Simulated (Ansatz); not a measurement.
# Ni: how the settings move a single-point run

Question: which choices in the input matter for Ni?

This is Ni in the bcc structure; at room conditions it is fcc.

Program: Ansatz 0.2.0. Level of theory: reference: DFT, LDA, PAW with Ansatz's default frozen-core files, scalar-relativistic. These are calculated values, not measurements.

## 1. The structure to begin with

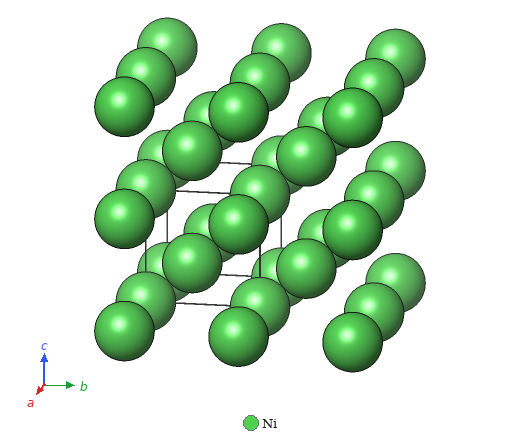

The starting structure, seen slightly off an axis (nickel green). 2×2×2 cells are drawn. Atoms on the faces are drawn again on the opposite ones. The cell drawn here is the conventional one.

Structure file:

```cif
data_structure
_symmetry_space_group_name_H-M 'P 1'
_symmetry_Int_Tables_number 1
_cell_length_a 2.3967
_cell_length_b 2.3967
_cell_length_c 2.3967
_cell_angle_alpha 109.471
_cell_angle_beta 109.471
_cell_angle_gamma 109.471
_cell_volume 10.60
loop_
_atom_site_label
_atom_site_type_symbol
_atom_site_fract_x
_atom_site_fract_y
_atom_site_fract_z
_atom_site_occupancy
Ni1 Ni 0.00000 0.00000 0.00000 1
```

## 2. The reference run

Contents of input.yaml:

```yaml
crystal:
  lattice:
    - [-1.38371547, 1.38371547, 1.38371547]
    - [1.38371547, -1.38371547, 1.38371547]
    - [1.38371547, 1.38371547, -1.38371547]
  atoms:
    - { symbol: Ni, position: [0.0, 0.0, 0.0], spin: 1.5 }
magnetization:
  spin_polarized: true
kpoints:
  mp_grid: { grid: [17, 17, 17] }
scf:
  occupations: { method: fermi_dirac, width: 0.05 }
  lower_state_search: "off"
hamiltonian:
  xc: lda
  pseudopotentials: { kind: paw }
output:
  forces: true
  stress: true
  eigenvalues: true
  populations: true
```

Started as:

```console
$ ansatz run input.yaml --threads 1 --pin off --max-ram 3072MiB --backend cpu --events-out ev --progress --plain --runs-dir out
```

From the output:

```text
[...]
Basis set: ecut = 420 eV, 201 PW (Γ)
[...]
Magnetic group: BNS 229.140 (UNI 1642), of the structure as read, at distance tolerance 2.2e-5 Å
k-points: 165 of 4913
[...]
SCF iter   1: F=—  HF=-5773.118086 eV  |F-HF|=—  |Δ(HF+E_count)|=         —  Δρ=8.22e-2 (↑7.98e-2 ↓8.22e-2)  dr2=2.69e-3  dr2_m=6.31e-1  M=0.761 μB ∫|m|=0.812 μB  β_m=0.30  ethr=1.55e-5  ⟨swp⟩=1.1  Hψ=31379  notcnv=0
preconditioner: auto → none  [metal: Δε(μ)=0.021 eV  Ē_g=17.229 eV  σ=0.050 eV  W_gap=0.11  n_scr=0 (ndim 8)  ℏωp=36.1 eV  f_vac=0.000  D(μ)=1.82/eV (n_scr^D=42)]
SCF iter   2: F=—  HF=-5773.175769 eV  |F-HF|=—  |Δ(HF+E_count)|=   5.77e-2  Δρ=6.82e-2 (↑5.74e-2 ↓6.82e-2)  dr2=8.50e-3  dr2_m=3.80e-1  M=0.724 μB ∫|m|=0.777 μB  β_m=0.30  ethr=1.50e-5  ⟨swp⟩=2.1  Hψ=8257  notcnv=0
[...]
SCF iter  19: F=-5773.259929 eV  HF=-5773.259929 eV  |F-HF|=5.82e-9  |Δ(HF+E_count)|=   1.18e-8  Δρ=1.84e-5 (↑1.84e-5 ↓8.39e-6)  dr2=6.58e-9  dr2_m=1.68e-8  M=0.471 μB ∫|m|=0.509 μB  β_m=0.95  ethr=5.56e-10  ⟨swp⟩=4.2  Hψ=17815  notcnv=0
SCF iter  20: F=-5773.259929 eV  HF=-5773.259929 eV  |F-HF|=2.09e-11  |Δ(HF+E_count)|=   4.88e-9  Δρ=1.92e-6 (↑1.92e-6 ↓1.60e-6)  dr2=8.51e-12  dr2_m=2.96e-10  M=0.471 μB ∫|m|=0.509 μB  ethr=3.66e-11  ⟨swp⟩=1.9  Hψ=12888  notcnv=0
[...]
SCF converged after 20 iterations
Magnetization: 0.4708 μB (9.2354 up, 8.7646 down)
[...]
Free energy (F): -5773.259929 eV
[...]
E sigma→0 (E₀):  -5773.252339 eV
[...]
Fermi energy:    18.179684 eV
[...]
  P = ⅓ Tr σ = -10.6812 GPa (-106.812 kbar)
[...]
```

It took 6 s on 1 thread of Arm Neoverse V2, shared host; peak memory 0.29 GiB.

## 3. Changing settings: occupations.width 0.005, chi_scale 0.1

input.yaml, as its differences from that of step 2:

```diff
@@ -12,4 +12,5 @@
 scf:
-  occupations: { method: fermi_dirac, width: 0.05 }
+  occupations: { method: fermi_dirac, width: 0.005 }
   lower_state_search: "off"
+  initial_density: { chi_scale: 0.1 }
 hamiltonian:
@@ -22 +23,5 @@
   populations: true
+  write_density: true
+  write_potential: true
+  elf: true
+  volumetric_format: npy
```

Started as:

```console
$ ansatz run input.yaml --threads 1 --pin off --max-ram 3072MiB --backend cpu --events-out ev --progress --plain --runs-dir out
```

Standard output:

```text
Engine: ansatz 0.2.0
Pseudopotentials: kind: paw
Pseudopotential: Ni, paw, valence charge 18, recommended cutoff 420 eV (normal)
Functional definition: SPW92
  exchange = slater_x
  correlation = pw_c
Crystal: 1 atoms, lattice volume = 10.597 Å³
Basis set: ecut = 420 eV, 201 PW (Γ)
Bands: 14, of which v1, the nominal top of the filled ones, is band 9 counted from 1 (8 counted from 0)
Symmetry: 48 space group operations
Space group: Im-3m (ITA 229), of the structure as read, at distance tolerance 2.2e-5 Å
Magnetic group: BNS 229.140 (UNI 1642), of the structure as read, at distance tolerance 2.2e-5 Å
k-points: 165 of 4913
Non-local potential: Ni, projectors of the file, l = 0: 3, l = 1: 2, l = 2: 3, l = 3: 1
PAW form: soft (Blöchl's): semilocal exchange-correlation on the pseudo side does not see the compensation charge
PAW frozen core: Ni, regenerated for the run's functional, and the local potential with it (the file was generated under x = pbe(κ = 0.804, μ = 0.2195149727645171), c = pbe(β = 0.06672455060314922))
PAW one-centre angular grid: Ni, 590 points (default); XC on 64 Gauss nodes
Initial density: superposition of atomic densities (chi_scale 0.1, normalization cell)
Starting moments: Σ|m| = 1.5 μB on 1 of 1 site
Initial wavefunctions: pseudopotential atomic-orbital guess
Functional: x = slater, c = lda
iter 1 solved again at ethr=1.85e-5 eV; its pass at ethr=3.10e-3 eV (dr2=3.33e-3 eV) is discarded
SCF iter   1: F=—  HF=-5773.111052 eV  |F-HF|=—  |Δ(HF+E_count)|=         —  Δρ=8.28e-2 (↑7.99e-2 ↓8.28e-2)  dr2=3.24e-3  dr2_m=6.36e-1  M=0.759 μB ∫|m|=0.810 μB  β_m=0.30  ethr=1.85e-5  ⟨swp⟩=1.6  Hψ=30837  notcnv=0
preconditioner: auto → none  [metal: Δε(μ)=0.007 eV  Ē_g=17.199 eV  σ=0.005 eV  W_gap=0.32  n_scr=0 (ndim 8)  ℏωp=36.1 eV  f_vac=0.000  D(μ)=1.51/eV (n_scr^D=18)]
SCF iter   2: F=—  HF=-5773.168799 eV  |F-HF|=—  |Δ(HF+E_count)|=   5.77e-2  Δρ=6.84e-2 (↑5.72e-2 ↓6.84e-2)  dr2=9.14e-3  dr2_m=3.79e-1  M=0.725 μB ∫|m|=0.777 μB  β_m=0.30  ethr=1.80e-5  ⟨swp⟩=2.5  Hψ=8913  notcnv=0
SCF iter   3: F=—  HF=-5773.202170 eV  |F-HF|=—  |Δ(HF+E_count)|=   3.34e-2  Δρ=5.43e-2 (↑4.70e-2 ↓5.43e-2)  dr2=4.21e-3  dr2_m=2.46e-1  M=0.683 μB ∫|m|=0.739 μB  β_m=0.30  ethr=1.80e-5  ⟨swp⟩=2.3  Hψ=7235  notcnv=0
SCF iter   4: F=—  HF=-5773.223609 eV  |F-HF|=—  |Δ(HF+E_count)|=   2.14e-2  Δρ=3.90e-2 (↑3.90e-2 ↓3.66e-2)  dr2=3.70e-4  dr2_m=1.39e-1  M=0.671 μB ∫|m|=0.725 μB  β_m=0.30  ethr=1.80e-5  ⟨swp⟩=3.2  Hψ=10427  notcnv=0
SCF iter   5: F=—  HF=-5773.233706 eV  |F-HF|=—  |Δ(HF+E_count)|=   1.01e-2  Δρ=2.90e-2 (↑2.72e-2 ↓2.90e-2)  dr2=2.34e-4  dr2_m=7.68e-2  M=0.665 μB ∫|m|=0.715 μB  β_m=0.30  ethr=2.06e-6  ⟨swp⟩=2.7  Hψ=8701  notcnv=0
SCF iter   6: F=—  HF=-5773.239779 eV  |F-HF|=—  |Δ(HF+E_count)|=   6.07e-3  Δρ=2.61e-2 (↑2.37e-2 ↓2.61e-2)  dr2=3.95e-4  dr2_m=6.00e-2  M=0.632 μB ∫|m|=0.685 μB  β_m=0.30  ethr=1.30e-6  ⟨swp⟩=2.9  Hψ=8365  notcnv=0
SCF iter   7: F=—  HF=-5773.243874 eV  |F-HF|=—  |Δ(HF+E_count)|=   4.10e-3  Δρ=2.14e-2 (↑1.94e-2 ↓2.14e-2)  dr2=2.87e-4  dr2_m=4.06e-2  M=0.616 μB ∫|m|=0.667 μB  β_m=0.30  ethr=1.30e-6  ⟨swp⟩=2.3  Hψ=7001  notcnv=0
SCF iter   8: F=—  HF=-5773.246583 eV  |F-HF|=—  |Δ(HF+E_count)|=   2.71e-3  Δρ=1.95e-2 (↑1.67e-2 ↓1.95e-2)  dr2=5.91e-4  dr2_m=3.18e-2  M=0.593 μB ∫|m|=0.645 μB  β_m=0.30  ethr=1.30e-6  ⟨swp⟩=2.3  Hψ=6718  notcnv=0
SCF iter   9: F=—  HF=-5773.248633 eV  |F-HF|=—  |Δ(HF+E_count)|=   2.05e-3  Δρ=1.71e-2 (↑1.49e-2 ↓1.71e-2)  dr2=4.09e-4  dr2_m=2.47e-2  M=0.574 μB ∫|m|=0.626 μB  β_m=0.30  ethr=1.30e-6  ⟨swp⟩=2.2  Hψ=6687  notcnv=0
Mixer restart at iter 9: flushing history
spin-set hold released at iteration 9 (site moments contracting): the magnetisation degrees of freedom join the quasi-Newton model from the next iteration; the mixer history was flushed
SCF iter  10: F=—  HF=-5773.249965 eV  |F-HF|=—  |Δ(HF+E_count)|=   1.33e-3  Δρ=1.18e-2 (↑1.18e-2 ↓1.17e-2)  dr2=4.10e-5  dr2_m=1.34e-2  M=0.574 μB ∫|m|=0.622 μB  β_m=0.65  ethr=1.30e-6  ⟨swp⟩=2.1  Hψ=7324  notcnv=0
SCF iter  11: F=—  HF=-5773.254658 eV  |F-HF|=—  |Δ(HF+E_count)|=   4.69e-3  Δρ=1.38e-2 (↑2.41e-3 ↓1.38e-2)  dr2=1.28e-2  dr2_m=4.17e-3  M=0.529 μB ∫|m|=0.577 μB  β_m=0.44  ethr=2.28e-7  ⟨swp⟩=3.2  Hψ=12288  notcnv=0
SCF iter  12: F=—  HF=-5773.252311 eV  |F-HF|=—  |Δ(HF+E_count)|=   2.35e-3  Δρ=4.55e-3 (↑4.07e-3 ↓4.55e-3)  dr2=2.18e-5  dr2_m=1.80e-3  M=0.525 μB ∫|m|=0.572 μB  β_m=0.72  ethr=2.28e-7  ⟨swp⟩=3.1  Hψ=12578  notcnv=0  defer=38
SCF iter  13: F=—  HF=-5773.252825 eV  |F-HF|=—  |Δ(HF+E_count)|=   5.14e-4  Δρ=2.29e-3 (↑2.29e-3 ↓1.61e-3)  dr2=2.98e-5  dr2_m=3.67e-4  M=0.493 μB ∫|m|=0.537 μB  β_m=0.86  ethr=1.21e-7  ⟨swp⟩=2.1  Hψ=9468  notcnv=0  defer=63
SCF iter  14: F=—  HF=-5773.252861 eV  |F-HF|=—  |Δ(HF+E_count)|=   3.66e-5  Δρ=1.26e-3 (↑9.69e-4 ↓1.26e-3)  dr2=7.78e-6  dr2_m=1.14e-4  M=0.470 μB ∫|m|=0.511 μB  β_m=0.81  ethr=1.21e-7  ⟨swp⟩=2.1  Hψ=8908  notcnv=0  defer=67
SCF iter  15: F=—  HF=-5773.252883 eV  |F-HF|=—  |Δ(HF+E_count)|=   2.19e-5  Δρ=7.67e-4 (↑7.67e-4 ↓7.08e-4)  dr2=3.01e-7  dr2_m=5.27e-5  M=0.476 μB ∫|m|=0.517 μB  β_m=0.83  ethr=4.32e-8  ⟨swp⟩=1.6  Hψ=6432  notcnv=0  defer=68
SCF iter  16: F=—  HF=-5773.252898 eV  |F-HF|=—  |Δ(HF+E_count)|=   1.52e-5  Δρ=2.80e-4 (↑2.80e-4 ↓2.40e-4)  dr2=1.42e-7  dr2_m=6.52e-6  M=0.482 μB ∫|m|=0.523 μB  β_m=0.92  ethr=1.67e-9  ⟨swp⟩=2.0  Hψ=7710  notcnv=0  defer=68
SCF iter  17: F=—  HF=-5773.252900 eV  |F-HF|=—  |Δ(HF+E_count)|=   1.48e-6  Δρ=7.46e-5 (↑7.46e-5 ↓5.83e-5)  dr2=2.77e-8  dr2_m=4.14e-7  M=0.483 μB ∫|m|=0.525 μB  β_m=0.96  ethr=5.56e-10  ⟨swp⟩=9.1  Hψ=30618  notcnv=0
iter 18 did not close the SCF: its close was put off for a magnetic moment that had not settled (scf_convergence_deferred on its scf_iter line)
SCF iter  18: F=-5773.252900 eV  HF=-5773.252900 eV  |F-HF|=1.09e-11  |Δ(HF+E_count)|=   8.37e-8  Δρ=6.74e-6 (↑6.74e-6 ↓5.17e-6)  dr2=3.03e-10  dr2_m=3.10e-9  M=0.483 μB ∫|m|=0.525 μB  β_m=0.98  ethr=1.54e-10  ⟨swp⟩=6.7  Hψ=23547  notcnv=0
SCF iter  19: F=-5773.252900 eV  HF=-5773.252900 eV  |F-HF|=1.82e-12  |Δ(HF+E_count)|=  4.91e-10  Δρ=9.88e-7 (↑9.88e-7 ↓7.85e-7)  dr2=7.89e-12  dr2_m=6.08e-11  M=0.484 μB ∫|m|=0.525 μB  ethr=1.68e-12  ⟨swp⟩=4.1  Hψ=20466  notcnv=0
SCF 1 converged in 19 iterations: F = -5773.252900 eV  dr2 = 7.89e-12
SCF converged after 19 iterations
Magnetization: 0.4835 μB (9.2418 up, 8.7582 down)
Absolute magnetization: 0.5258 μB (∫|ρ↑−ρ↓|, with the PAW one-centre terms)
Spin contamination: 0.0028 ħ² per cell (⟨S²⟩ above its minimum at these occupations)
Per-site moments (μB) at R_I (Å): [(0.5030522660104965, 0.9886245176193575)]
Free energy (F): -5773.252900 eV
Harris-Foulkes:  -5773.252900 eV  (|F-HF|=1.82e-12)
Internal energy: -5773.252801 eV  (E = F + TS)
E sigma→0 (E₀):  -5773.252850 eV
Entropy (-TS):   -0.000099 eV (-0.099 meV/atom)
Fermi energy:    18.175434 eV
--- Per-component energies (eV) ---
  E_band       = -277.037155
  E_kinetic    = 283.667335
  E_local      = -3397.431895  (includes V_loc(G=0)·N_el)
  E_nonlocal   = 639.166045
  E_hartree    = 1416.624661
  E_xc         = -84.737453
  E_vxc        = -109.697470  (∫ρ·V_xc dr)
  E_paw        = -1563.367645  (= ΣΔE_a)
  E_vpaw       = -525.991117  (= ΣTr[D̂ρ^β])
  E_aug_tail   = 0.000569  (compensation charges beyond the density's cutoff)
  E_ewald      = -3067.608538
  E_core_change = 0.434120  (= ΣΔE_core)
  E_smearing   = -0.000099  (= −TS)
  E_closure    = -0.000000  (closes the sum)
  Σ components = -5773.252900   (vs F -5773.252900, Δ=0.00e0)
--- Forces (eV/Å), atoms counted from 1 ---
  atom   1  Ni     0.00000000     0.00000000    -0.00000000
  max |Σ_I F_I| component: 1.19e-31 eV/Å
--- Stress (GPa, compression-positive) ---
      -10.701937      -0.000000      -0.000000
       -0.000000     -10.701937       0.000000
       -0.000000      -0.000000     -10.701937
  P = ⅓ Tr σ = -10.7019 GPa (-107.019 kbar)
--- Band table (eV; the first three rows and the last of 330) ---
  k-point 0 ↑: bands = ["-84.3448", "-45.0129", "-45.0129", "-45.0129", "9.0231", "15.8727", "15.8727", "15.8727", "17.3607", "17.3607", "44.7474", "44.7474", "44.7474", "49.6358"]
  k-point 1 ↑: bands = ["-84.3433", "-45.0216", "-45.0159", "-45.0128", "9.1695", "15.8381", "15.8705", "15.9416", "17.3251", "17.3634", "43.5615", "44.4785", "44.5427", "48.6890"]
  k-point 2 ↑: bands = ["-84.3391", "-45.0466", "-45.0245", "-45.0127", "9.6013", "15.7395", "15.8558", "16.1425", "17.2394", "17.3723", "40.9654", "43.5399", "44.0699", "46.6308"]
  k-point 164 ↓: bands = ["-83.6634", "-44.6176", "-44.6162", "-44.6162", "14.1909", "14.1972", "18.5681", "18.5681", "18.6069", "27.5166", "28.2130", "28.2130", "34.3203", "34.7148"]
--- Löwdin populations: 1 site ---
  site symbol       q [e]    m [muB]
     0     Ni     17.7828     0.5001
  spilling = 0.012069 (of n_electrons = 18.000000)
```

Wall time 6.7 s (1 thread of Arm Neoverse V2, shared host); peak memory 0.29 GiB.

Changing the smearing and start moves the energy by -0.5 meV/atom (σ→0 values).

## 4. Side by side

| run | ending | energy change | pressure (GPa) | abs. moment (μB) | force (eV/Å) | cycles | time |
| --- | --- | --- | --- | --- | --- | --- | --- |
| reference | converged | 0 | -10.7 | 0.51 | 0.00 | 20 | 6 s |
| 1: occupations.width 0.005, chi_scale 0.1 | converged | -0.5 meV/atom (σ→0) | -10.7 | 0.53 | 0.00 | 19 | 6.7 s |

Times don't compare one to one where runs were asked for different outputs or read a saved state (see the inputs); cycles may leave out searches for a lower state.

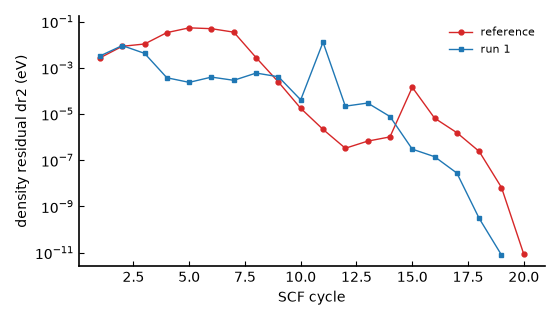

Residual by cycle in the longest SCF loop of each run; runs are numbered as in the table.

**Reading.** Changing the smearing and start moves the energy by -0.5 meV/atom (σ→0 values).
